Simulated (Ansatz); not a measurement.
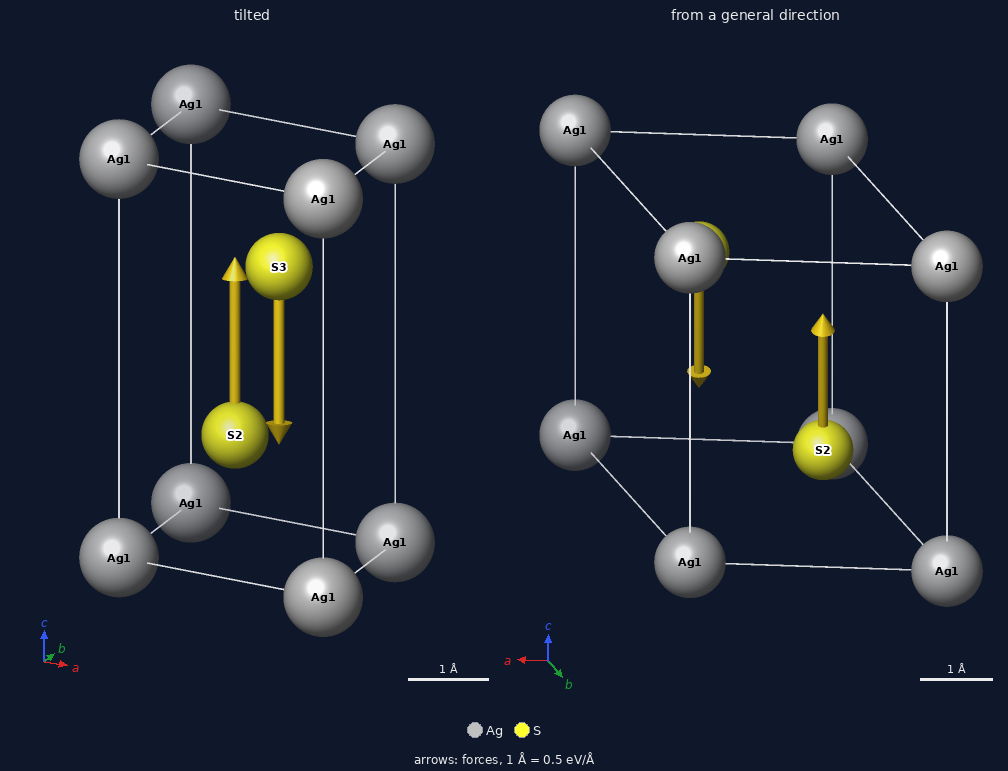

The image is a spheres-only drawing of a crystal, viewed slightly off an axis and from a general direction. The frame is the simulation cell; atoms at its boundary are shown with their periodic copies. The arrows are the computed forces on the atoms.

System: AgS2. Run with Ansatz 0.2.0, DFT, PAW plane waves, r2SCAN and these settings: cutoff 500 eV, 11×11×7 k-mesh, Fermi-Dirac smearing of 0.1 eV, no spin polarisation.

Has this structure been optimised to equilibrium?

No. The atoms still feel forces of up to about 0.95 eV/Å, far above a usual threshold of 0.01 to 0.03 eV/Å.

Where does the largest force act?

S2 and S3, about 0.95 eV/Å.

This is a generated cell, made by putting these elements into a known structure type (the compound may or may not exist in this form), not relaxed. It was run through Ansatz as a DFT input.
